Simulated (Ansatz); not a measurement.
# What InH (model cell, started as CsCl type) distorts into, part 2 of 2

Which phase does InH (model cell, started as CsCl type) fall into along its unstable mode, and how much energy does it gain?

Ansatz 0.2.0; DFT PBE, scalar-relativistic, plane waves, PAW.

So far, highest frequency on the path or at a solved wavevector (cm⁻¹): step 2 (response at finite wavevector) 276. Also lowest frequency on the path (cm⁻¹): step 2 -529.

The structure was built from a prototype and need not be the compound's stable phase.

## 6. Relaxing from the distorted cell

Starting from the lowest point found, all atoms and the cell are let go, so that strain and other modes of the same symmetry can join in.

File input.yaml:

```yaml
crystal:
  lattice:
    - [3.1749981601, 0.0, 0.0]
    - [0.0, 3.1749981601, 0.0]
    - [0.0, 0.0, 3.1749981601]
  atoms:
    - { symbol: In, position: [0.0, -0.0016590456, 0.0] }
    - { symbol: H, position: [0.5, 0.6889764875, 0.5] }
kpoints:
  mp_grid: { grid: [12, 12, 12] }
hamiltonian:
  xc: pbe
scf:
  occupations: { method: methfessel_paxton, width: 0.15 }
output:
  forces: true
  stress: true
  eigenvalues: true
  write_density: true
  write_potential: true
  elf: true
  volumetric_format: npy
relax:
  adjacent_minimum: "off"
  f_tol: 0.002
  max_steps: 120
  cell: { stress_tol: 0.03 }
```

The run is started by

```sh
> ansatz run input.yaml --threads 4 --pin off --max-ram 7168MiB --backend cpu --events-out ev --progress --plain --runs-dir out
```

Numbers of over 12 decimals in the logs are rounded to 6 here.

What it wrote:

```text
[...]
Crystal: 2 atoms, lattice volume = 32.006 Å³
Basis set: ecut = 420 eV, 619 PW (Γ), exchange–correlation on 48×48×48 points (8 copies of the dense FFT grid, shifted against one another)
Bands: 11, of which v1, the nominal top of the filled ones, is band 7 counted from 1 (6 counted from 0)
Symmetry: 8 space group operations
[...]
k-points: 196 of 1728 (time reversal used)
[...]
SCF iter   1: F=—  HF=-5612.729942 eV  |F-HF|=—  |Δ(HF+E_count)|=         —  Δρ=1.22e-3  dr2=8.10e-4  ethr=1.77e-3  ⟨swp⟩=5.0  Hψ=12277  notcnv=0
[...]
SCF iter   6: F=-5612.729285 eV  HF=-5612.729285 eV  |F-HF|=8.61e-8  |Δ(HF+E_count)|=   3.40e-7  S|Δr|=    0.00e0  Δρ=2.23e-5  dr2=9.75e-8  ethr=7.14e-10  ⟨swp⟩=6.8  Hψ=13440  notcnv=0
SCF 1 converged in 6 iterations: F = -5612.729285 eV  dr2 = 9.75e-8
[...]
relax step   1: F+E_penalty+E_count = -5612.72928483 eV  Δ(F+E_penalty+E_count) = +0.000e0 eV  max|allowed force component| = 2.932e-1 eV/Å  Δτ_max = 0.0000 Å  P = +0.754 GPa  Ω = 32.006 Å³  (6 SCF iters, dr2 threshold 1.00e-7 eV, accepted)
Crystal: 2 atoms, lattice volume = 33.890 Å³
Basis set: ecut = 420 eV, 667 PW (Γ), exchange–correlation on 48×48×48 points (8 copies of the dense FFT grid, shifted against one another)
[...]
SCF iter   6: F=-5612.834248 eV  HF=-5612.834248 eV  |F-HF|=3.12e-9  |Δ(HF+E_count)|=   4.92e-9  S|Δr|=    0.00e0  Δρ=6.26e-6  dr2=9.59e-9  ethr=1.43e-9  ⟨swp⟩=8.5  Hψ=13678  notcnv=0
SCF 2 converged in 6 iterations: F = -5612.834248 eV  dr2 = 9.59e-9
relax step   2: F+E_penalty+E_count = -5612.83424799 eV  Δ(F+E_penalty+E_count) = -1.050e-1 eV  max|allowed force component| = 2.122e-1 eV/Å  Δτ_max = 0.1949 Å  P = -0.937 GPa  Ω = 33.890 Å³  energy of the carried Pulay correction = -9.755e-4 eV  (6 SCF iters, dr2 threshold 2.00e-7 eV, accepted)
Crystal: 2 atoms, lattice volume = 33.202 Å³
Basis set: ecut = 420 eV, 651 PW (Γ), exchange–correlation on 48×48×48 points (8 copies of the dense FFT grid, shifted against one another)
[...]
SCF iter   5: F=-5612.907395 eV  HF=-5612.907395 eV  |F-HF|=6.59e-9  |Δ(HF+E_count)|=   7.78e-7  S|Δr|=    0.00e0  Δρ=9.73e-6  dr2=2.05e-8  ethr=1.43e-9  ⟨swp⟩=10.6  Hψ=16852  notcnv=0
SCF 3 converged in 5 iterations: F = -5612.907395 eV  dr2 = 2.05e-8
  Residual-converged pass: ⟨swp⟩=1.0  Hψ=2944  notcnv=0  max |occ|·‖R‖ = 7.0e-9 eV (tolerance 1.0e-8 eV)  dr2=2.05e-8  dr2_onsite=4.76e-9  max |Δocc| = 1.5e-9
relax step   3: F+E_penalty+E_count = -5612.90739490 eV  Δ(F+E_penalty+E_count) = -7.315e-2 eV  max|allowed force component| = 8.826e-2 eV/Å  Δτ_max = 0.1950 Å  P = -0.477 GPa  Ω = 33.202 Å³  energy of the carried Pulay correction = -6.257e-4 eV  (5 SCF iters, dr2 threshold 2.00e-7 eV, accepted)
[...]
relax step   4: F+E_penalty+E_count = -5612.93584355 eV  Δ(F+E_penalty+E_count) = -2.845e-2 eV  max|allowed force component| = 1.634e-2 eV/Å  Δτ_max = 0.1152 Å  P = -0.285 GPa  Ω = 32.250 Å³  energy of the carried Pulay correction = -1.293e-4 eV  (5 SCF iters, dr2 threshold 2.00e-7 eV, accepted)
[...]
relax step   5: F+E_penalty+E_count = -5612.93645681 eV  Δ(F+E_penalty+E_count) = -6.133e-4 eV  max|allowed force component| = 2.228e-3 eV/Å  Δτ_max = 0.0159 Å  P = +0.087 GPa  Ω = 31.987 Å³  energy of the carried Pulay correction = +9.946e-6 eV  (4 SCF iters, dr2 threshold 2.00e-7 eV, accepted)
[...]
relax step   6: F+E_penalty+E_count = -5612.93646064 eV  Δ(F+E_penalty+E_count) = -3.832e-6 eV  max|allowed force component| = 6.820e-5 eV/Å  Δτ_max = 0.0019 Å  P = +0.005 GPa  Ω = 32.043 Å³  energy of the carried Pulay correction = -1.972e-5 eV  (3 SCF iters, dr2 threshold 4.87e-8 eV, accepted)
Basis set: ecut = 420 eV, 649 PW (Γ), exchange–correlation on 48×40×48 points (8 copies of the dense FFT grid, shifted against one another)
[...]
SCF iter   6: F=-5612.936664 eV  HF=-5612.936664 eV  |F-HF|=2.73e-12  |Δ(HF+E_count)|=  1.82e-12  S|Δr|=    0.00e0  Δρ=5.13e-8  dr2=5.86e-13  ethr=1.00e-12  ⟨swp⟩=5.2  Hψ=8410  notcnv=0
SCF 7 converged in 6 iterations: F = -5612.936664 eV  dr2 = 5.86e-13
relax step   7: F+E_penalty+E_count = -5612.93666430 eV  Δ(F+E_penalty+E_count) = -2.037e-4 eV  max|allowed force component| = 5.068e-5 eV/Å  Δτ_max = 0.0000 Å  P = -0.003 GPa  Ω = 32.043 Å³  stress off target by 2.71e-2 GPa  SCF on the basis re-selected at this cell (its energy is not comparable with the rows above)  (6 SCF iters)
basis re-selected at this cell: Δ(F+E_penalty+E_count) = -2.037e-4 eV, ΔP = -0.008 GPa vs the last step (what re-selecting the basis moved, of the pressure what is left beyond the Pulay correction that the steps carried, after the strain that the cell walked since its last selection, with what the two solves' SCF thresholds leave and, on support functions, any second-order correction that the steps lacked; it is no measure of the basis error at this ecutwfc). The dense FFT grid was sized anew with the basis: this SCF ran on 24×20×24 points, the steps before it on 24×24×24, so part of this shift can come from that change (see relax.cell in the input reference). [rest of the remark cut]
SCF converged after 6 iterations
[...]
Free energy (F): -5612.936664 eV
[...]
Internal energy: -5612.935896 eV  (E = F + TS)
E sigma→0 (E₀):  -5612.936472 eV
Entropy (-TS):   -0.000768 eV (-0.384 meV/atom)
Fermi energy:    8.130380 eV
[...]
--- Forces (eV/Å), atoms counted from 1 ---
  atom   1  In    -0.00000000    -0.00005068     0.00000000
  atom   2  H     -0.00000000     0.00005069    -0.00000000
  max |Σ_I F_I| component: 1.60e-8 eV/Å
--- Stress (GPa, compression-positive) ---
        0.009712       0.000000       0.000000
        0.000000      -0.027147      -0.000000
        0.000000      -0.000000       0.009712
  P = ⅓ Tr σ = -0.0026 GPa (-0.026 kbar)
--- Band table (eV; the first three rows and the last of 196) ---
  k-point 0: bands = [... 3 lower, -6.1479, -6.1479, -1.5893, 10.2363, 13.0451, 13.0451, 16.6399, 16.6729]
  k-point 1: bands = [... 3 lower, -6.1541, -6.1474, -1.4895, 9.5751, 13.0493, 13.1589, 16.7530, 17.4135]
  k-point 2: bands = [... 3 lower, -6.1710, -6.1459, -1.1881, 8.1299, 13.1011, 13.4924, 17.0854, 18.8269]
  k-point 195: bands = [... 3 lower, -6.1337, -5.8981, 6.6144, 9.2544, 9.7515, 9.7793, 9.7793, 14.4426]
--- Relaxed structure (6 steps of the walk, 6 accepted, 1 SCFs on fresh bases) ---
  F+E_penalty+E_count = -5612.93666430 eV   max|allowed force component| = 5.068e-5 eV/Å   (the final SCF, on the basis selected at the relaxed cell)
  cell:  # Å, volume = 32.0430 Å³
    - [3.297448, 0, 0]
    - [0, 2.946976, 0.0]
    - [0, 0.0, 3.297448]
  atoms:
    - { symbol: In, position: [0, -0.156327, 0.0] }
    - { symbol: H, position: [0.500000, 0.843645, 0.500000] }
```

It took 18 s on 4 threads of Arm Neoverse V1, shared host; peak memory 0.42 GiB; 67 s of CPU time.

Step by step:

```
step  energy less that of the first step (eV)  largest force component (eV/Å)  pressure (GPa)  volume (Å³)
   1                                   0.0000                          0.2932            0.75        32.01
   2                                  -0.1050                          0.2122           -0.94        33.89
   3                                  -0.1781                          0.0883           -0.48        33.20
   4                                  -0.2066                          0.0163           -0.28        32.25
   5                                  -0.2072                          0.0022            0.09        31.99
   6                                  -0.2072                          0.0001            0.01        32.04
  7*                                  -0.2074                          0.0001            0.00        32.04
```

Relaxation steps marked * repeat the geometry before them on a plane-wave basis chosen anew for their cell, so energy and pressure can jump there.

The run keeps the 8 symmetry operations that it works with, so distortions that break them were not tested.

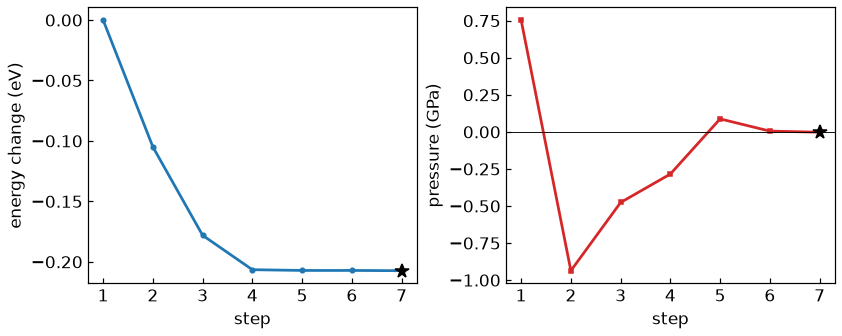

Energy and pressure along the relaxation. Stars mark steps on a basis chosen anew.

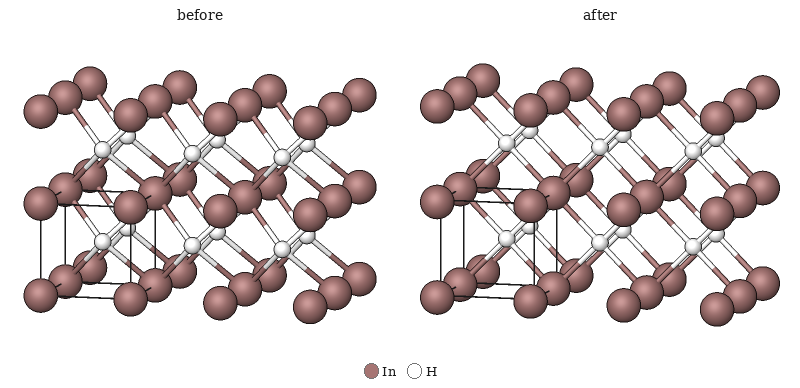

The structure before and after the relaxation, drawn at the same scale. Bonds to atoms that aren't drawn are left out.

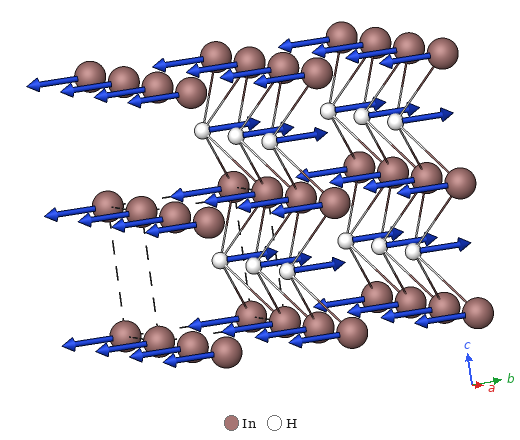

Displacements in the relaxation, exaggerated, measured against the changing cell; the longest in the cell stands for 0.46 Å. Bonds to atoms that aren't drawn are left out. 3×2×2 cells are drawn. Some periodic images of atoms are drawn too.

```
     cell as run  before  after  change
           a (Å)   3.175  3.297  +3.9 %
           b (Å)   3.175  2.947  -7.2 %
           c (Å)   3.175  3.297  +3.9 %
volume (Å³/atom)   16.00  16.02  +0.1 %
```

The atoms that moved most (Å, as changes of fractional coordinates times the final cell):

```
atom     dx      dy     dz  length
 In1  0.000  -0.456  0.000   0.456
  H2  0.000   0.456  0.000   0.456
```

The relaxed structure:

```
In H
1.0
     3.29745    0.00000    0.00000
     0.00000    2.94698    0.00000
     0.00000    0.00000    3.29745
In H
1 1
Direct
  0.00000 0.84367 0.00000
  0.50000 0.84364 0.50000
```

Numbers from this step:

```
pressure        : -0.002574 GPa
volume per atom : 16.02 Å³
```

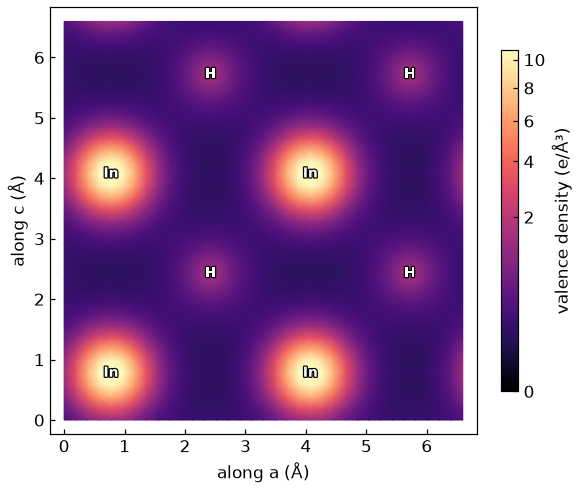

Valence density in the ac plane at fractional y = 0.844, with atoms of In and H within 0.2 Å of it. It is the smooth field of the valence electrons, not physical close to the nuclei. The map starts off the cell's origin, so that atoms lie inside it. The colour scale is stretched toward low values.

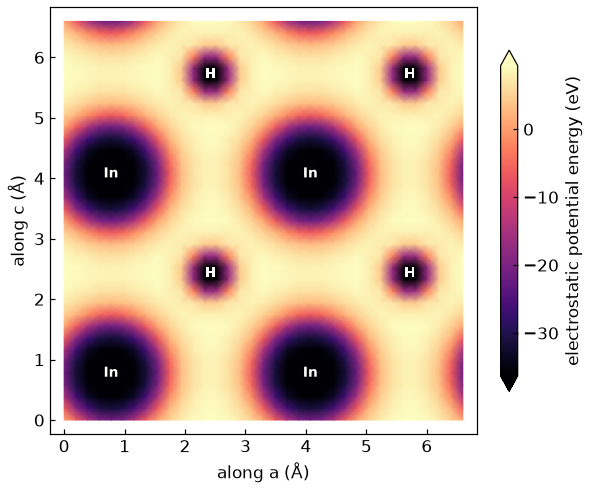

Electrostatic potential energy in the ac plane at fractional y = 0.844, with atoms of In and H within 0.2 Å of it. With pseudopotentials it is smooth inside the atoms' cores, unlike the true potential. The map starts off the cell's origin, so that atoms lie inside it.

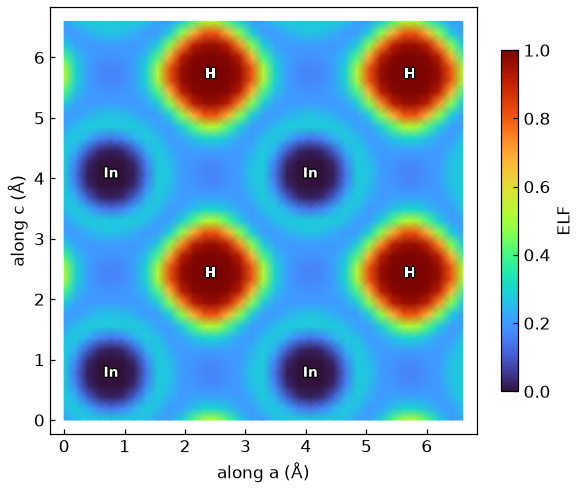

ELF in the ac plane at fractional y = 0.844, with atoms of In and H within 0.2 Å of it. It is the smooth field of the valence electrons, not physical close to the nuclei. The map starts off the cell's origin, so that atoms lie inside it.

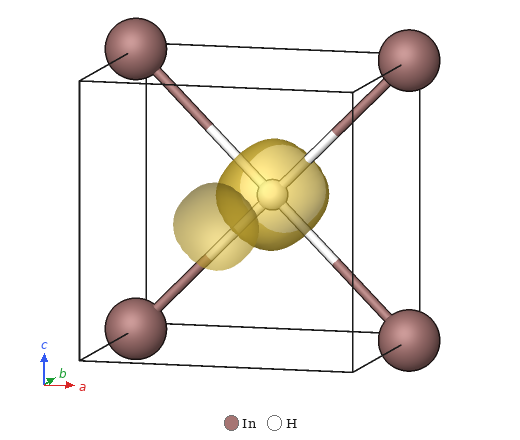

Surface of ELF = 0.85.

The distorted start has space group P4mm; the relaxation ends in P4/mmm.

## 7. The new phase in its own primitive cell

The relaxed structure is symmetrised, reduced to its primitive cell and relaxed tightly, as its phonons need.

input.yaml, the sections that differ from step 6:

```yaml
crystal:
  lattice:
    - [3.2974480582, 0.0, 0.0]
    - [0.0, 3.2974480582, 0.0]
    - [0.0, 0.0, 2.9469763594]
  atoms:
    - { symbol: In, position: [0.0, 0.0, 0.0] }
    - { symbol: H, position: [0.5, 0.5, 0.0] }
output:
  forces: true
  stress: true
  eigenvalues: true
relax:
  adjacent_minimum: "off"
  f_tol: 0.001
  max_steps: 60
  cell: { stress_tol: 0.01 }
# kpoints, hamiltonian, scf: as in step 6
```

What it wrote:

```text
[...]
Crystal: 2 atoms, lattice volume = 32.043 Å³
Basis set: ecut = 420 eV, 649 PW (Γ), exchange–correlation on 48×48×40 points (8 copies of the dense FFT grid, shifted against one another)
Bands: 11, of which v1, the nominal top of the filled ones, is band 7 counted from 1 (6 counted from 0)
Symmetry: 16 space group operations
[...]
k-points: 196 of 1728
[...]
k-point 195: bands = [... 3 lower, -6.1330, -5.8965, 6.6170, 9.2530, 9.7547, 9.7829, 9.7829, 14.4440]
--- Relaxed structure (2 steps of the walk, 2 accepted, 1 SCFs on fresh bases) ---
[...]
cell:  # Å, volume = 32.0395 Å³
    - [3.297828, 0.0, 0.0]
    - [0.0, 3.297828, 0.0]
    - [0.0, 0.0, 2.945976]
  atoms:
    - { symbol: In, position: [0.0, 0.0, 0.0] }
    - { symbol: H, position: [0.500000, 0.500000, 0.0] }
[key lines of the parts left out:]
SCF converged after 5 iterations
Free energy (F): -5612.936663 eV
Fermi energy:    8.130517 eV
P = ⅓ Tr σ = -0.0020 GPa (-0.020 kbar)
```

Elapsed: 4.3 s, on 4 threads; peak memory 0.38 GiB.

Little changed from the start: no atom moved by 0.005 Å and no cell edge by 0.1 %.

Numbers from this step:

| Quantity | Value |
| --- | --- |
| pressure | -0.002011 GPa |

The forces vanish by symmetry and the pressure is -0.002 GPa, within the tolerances set. The cell now holds 16.02 Å³/atom.

## 8. Modes of the new phase

A relaxed structure may still be a saddle point, so its zone-centre modes are computed. No field response is asked, since the mesh shows no gap.

input.yaml, the sections that differ from step 7:

```yaml
crystal:
  lattice:
    - [3.2978278027, 0.0, 0.0]
    - [0.0, 3.2978278027, 0.0]
    - [0.0, 0.0, 2.9459759696]
  atoms:
    - { symbol: In, position: [0.0, 0.0, 0.0] }
    - { symbol: H, position: [0.5, 0.5, 0.0] }
output:
  eigenvalues: true
phonons:
  method: dfpt
# kpoints, hamiltonian, scf: as in step 7
# relax: removed
```

What it wrote:

```text
zone centre: on kpoints.mp_grid the ground state, and the responses unless they are solved on pairs of k-points, stand on 343 of the mesh's 1728 k-points, reduced under 8 symmetry operations, with k and −k counted as one. Each operation leaves every solved displacement unchanged or reverses it
[...]
Crystal: 2 atoms, lattice volume = 32.039 Å³
Basis set: ecut = 420 eV, 649 PW (Γ), exchange–correlation on 48×48×40 points (8 copies of the dense FFT grid, shifted against one another)
Bands: 11, of which v1, the nominal top of the filled ones, is band 7 counted from 1 (6 counted from 0)
Symmetry: 16 space group operations
k-points: 343 of 1728 (irreducible under 8 space group operations)
[...]
SCF iter   1: F=—  HF=-5612.942002 eV  |F-HF|=—  |Δ(HF+E_count)|=         —  Δρ=5.33e-3  dr2=1.36e-2  ethr=1.77e-3  ⟨swp⟩=5.0  Hψ=21508  notcnv=0
[...]
SCF iter   8: F=-5612.936663 eV  HF=-5612.936663 eV  |F-HF|=9.09e-13  |Δ(HF+E_count)|=  8.19e-11  S|Δr|=    0.00e0  Δρ=6.41e-8  dr2=1.38e-12  ethr=1.00e-12  ⟨swp⟩=4.8  Hψ=17017  notcnv=0
SCF 1 converged in 8 iterations: F = -5612.936663 eV  dr2 = 1.38e-12
[...]
DFPT response loops at Γ: preconditioner auto → Kerker (q_TF=auto, 2.377 Å⁻¹) (partly filled bands, converged f_vac=0.000); β = 1.00, the filter's whole step (`scf.mixing.beta` (0.50) is not read by the response loops under this deck's `scf.mixing.preconditioner`; to damp them name `kerker` or `kerker_dos`, under which they read `scf.mixing.beta`, and type it under 1.00, their step now; both keys bind the ground state too); Broyden in place of MSR1
SCF converged after 8 iterations
[...]
Free energy (F): -5612.936663 eV
[...]
Internal energy: -5612.935901 eV  (E = F + TS)
E sigma→0 (E₀):  -5612.936473 eV
Entropy (-TS):   -0.000762 eV (-0.381 meV/atom)
Fermi energy:    8.130517 eV
[...]
--- Band table (eV; the first three rows and the last of 343) ---
  k-point 0: bands = [... 3 lower, -6.1467, -6.1467, -1.5883, 10.2353, 13.0427, 13.0427, 16.6522, 16.6709]
  k-point 1: bands = [... 3 lower, -6.1664, -6.1664, -1.4709, 10.1860, 13.1841, 13.1841, 15.3224, 16.7587]
  k-point 2: bands = [... 3 lower, -6.2196, -6.2196, -1.1174, 9.8658, 13.5653, 13.5955, 13.5955, 17.0233]
  k-point 342: bands = [... 3 lower, -6.1330, -5.8965, 6.6170, 9.2530, 9.7547, 9.7829, 9.7829, 14.4440]
--- Phonons (Γ-DFPT): 4 representative perturbations + reference, on 343 of 1728 k-points (Σ response iterations 12) ---
  k mesh reduced under 8 symmetry operations, with k and −k counted as one. Each operation leaves every solved displacement unchanged or reverses it
  ASR residual: 7.958e-5 → 0.000e0 eV/Å²; symmetrization residual: 1.051e-6 eV/Å²
  ASR residual per site (eV/Å²): 7.96e-5 1.50e-5
  Γ frequencies (cm⁻¹): -212.59 -212.59 0.00 0.00 0.00 412.04
  non-analytic LO–TO correction: not included (Born effective charges unavailable; polar crystals: no LO–TO splitting at Γ)
```

Run time: 12 s. Hardware: 4 threads; peak memory 0.63 GiB.

This step gave:

```yaml
sum_rule_residual_before_enforcement: 7.96e-5 eV/Å²
point_group: 4/mmm
highest_optical_mode_at_the_zone_centre_no_lo_to_term: 412.0 cm⁻¹
lowest_optical_zone_centre_mode: -212.6 cm⁻¹
```

Patterns of degenerate modes are one choice out of their space. The modes at Γ (shares of kinetic energy by element, %) (negative means imaginary):

```
mode  frequency (cm⁻¹)  symmetry  In %  H %
   1            -212.6        Eu     1   99
   2            -212.6        Eu     1   99
   3               0.0  acoustic    99    1
   4               0.0  acoustic    99    1
   5               0.0  acoustic    99    1
   6             412.0       A2u     1   99
```

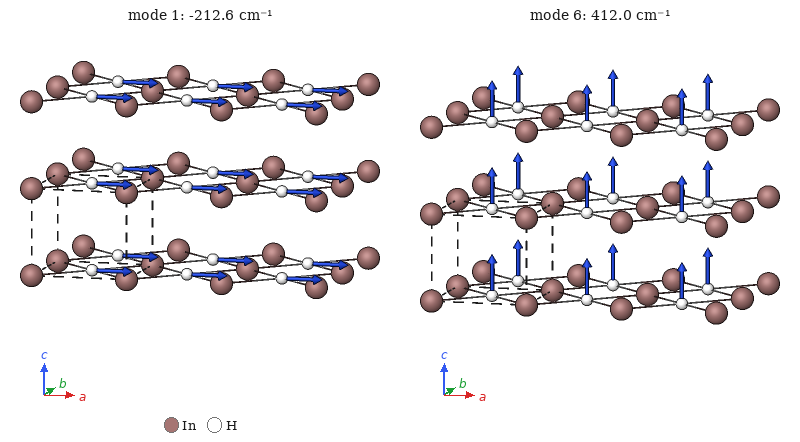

Displacement patterns of modes 1 and 6 at Γ; arrows are exaggerated. 3×2×2 cells are drawn. Some periodic images of atoms are drawn too.

Before it was imposed, the acoustic sum rule was missed by 8.0e-5 eV/Å². Small misses are needed for a sound result but don't prove that mesh and cutoff are converged. The lowest optical mode is imaginary, 212.6i cm⁻¹, so the energy falls along it.

## 9. What came out

```
unstable mode of the parent                                                      : q = (0, 0, 0), 529i cm⁻¹
depth at the lowest point sampled                                                : 62.1 meV/atom
largest atomic shift at that point                                               : 0.6 Å
space group reached (within 0.01 Å)                                              : P4/mmm
energy gained over the parent (first relaxation, on the mesh of the frozen mode) : 166 meV/atom
volume per atom, phase reached                                                   : 16.0 Å³
lowest optical zone-centre mode, phase reached                                   : -213 cm⁻¹
highest optical mode at the zone centre (no LO-TO term), phase reached           : 412 cm⁻¹
```

In words: Along this mode the structure falls into P4/mmm, 166 meV/atom below the parent. At the parent's cell the well is 62.14 meV/atom deep on the steps tried, with its lowest point at a shift of 0.6 Å. That is the last step tried, so the steps alone don't bracket the bottom of the well. Relaxing atoms and cell changes the gain by +103.65 meV/atom against the lowest step (energies at zero smearing). Most of the total comes from this relaxation. The new phase still has an imaginary mode at the zone centre of its cell, so it is a saddle point on the way to a lower structure. Of the 4 patterns followed to their end from this parent, this one ends 105 meV/atom above the lowest, P6/mmm. Each path keeps the symmetry of its pattern, so a lower phase may lie along a pattern not tried. With no gap, or one that is small against the smearing, the frequencies hang on the k mesh and the smearing, most of all near Kohn anomalies. A phonon run warned that its eigensolver left some bands unconverged in a pass. The starting cell was built on a prototype and not taken from a measurement, so the phase need not exist.

[Logs are printed without paths, hosts, clocks, repeated set-up lines and the standing remarks that a program may print on its own settings, such as how far it seeks lower states.]

[Hosts, paths, dates, database ids (printed as entryN), source tags and the programs' standing remarks are cut or masked in the printed files.]
